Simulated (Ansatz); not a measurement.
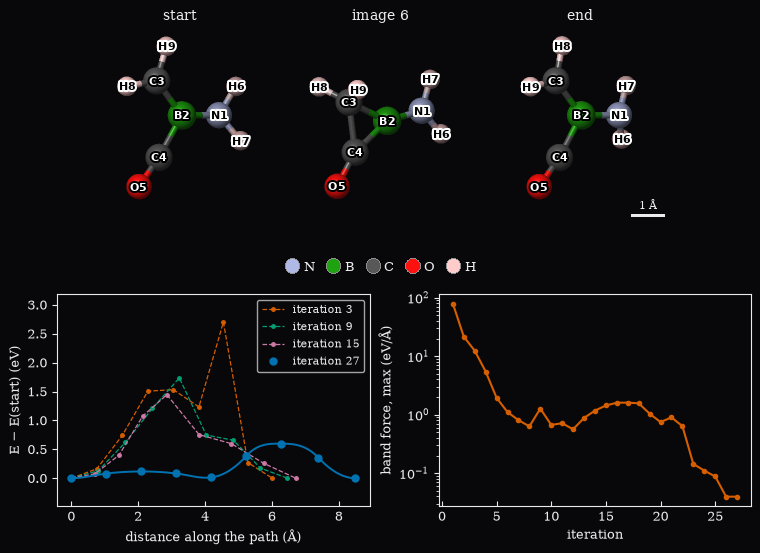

A nudged-elastic-band calculation for C$_{2}$H$_{4}$BNO. Images are numbered from 0 (start) to 8 (end). The plot follows the band through its iterations. A ball-and-stick model, seen at a tilt.

All numbers below come from RKS BLYP/6-31G* (Ansatz 0.2.0). Set-up: 7 movable images; climbing image; force threshold 0.05 eV/Å; iteration limit 60; starting path through a guess of the saddle point.

How did the profile develop, and is the result final?

Answer. The run is converged, with reservations. The band converged in 27 iterations. The largest component of the band force went from 79 to 0.04 eV/Å. The climbing image converged on the top of the path. Its vibrational analysis gives one imaginary mode (113i cm⁻¹), as a transition state must have. The first iteration put the highest image at 19.88 eV. The two ends have the same energy, and the highest point, image 6, lies 0.60 eV above the start. The profile has 2 maxima (images 2, 6) with a dip at image 4 (+0.01 eV), so the process runs in steps.
